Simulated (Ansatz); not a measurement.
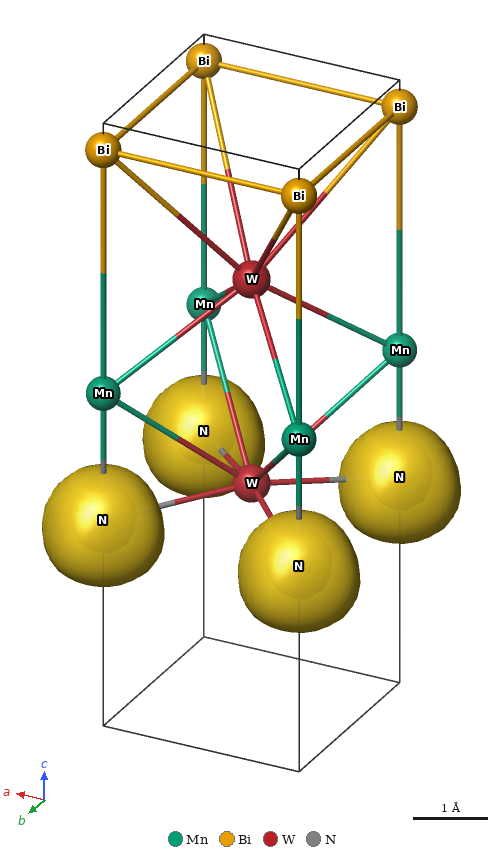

Figure. MnBiW$_{2}$N. Isosurface of the ELF at 0.7 (yellow), seen at an oblique angle. Core shells and regions of very low density are left out. Sticks mark near contacts.

Space group P4mm; a generated structure, not necessarily the stable one; computed without spin polarisation.

Level of theory: DFT PBE, scalar-relativistic, plane waves, PAW (Ansatz).

Identify the bonds, lone pairs and shells in this picture.

Answer. The surface consists of one region wrapped around N (its valence shell), counted in one cell of 5 atoms. Any copies at cell faces, edges or corners count once. Profiles from the grid: Mn–N (1.94 Å): the ELF peaks at about 0.80 in the valence shell of N, 0.6 Å from its nucleus, and is about 0.30 at the midpoint (no shared electron pair shows on this line). W–N (2.13 Å): the ELF peaks at about 0.80 in the valence shell of N, 0.6 Å from its nucleus, and is about 0.20 at the midpoint.

What Bader charges does the calculation give?

Answer. Electrons move from W towards N. Bader charges: Mn +0.15, Bi +0.01, W +0.11 to +1.27 and N −1.54 e.
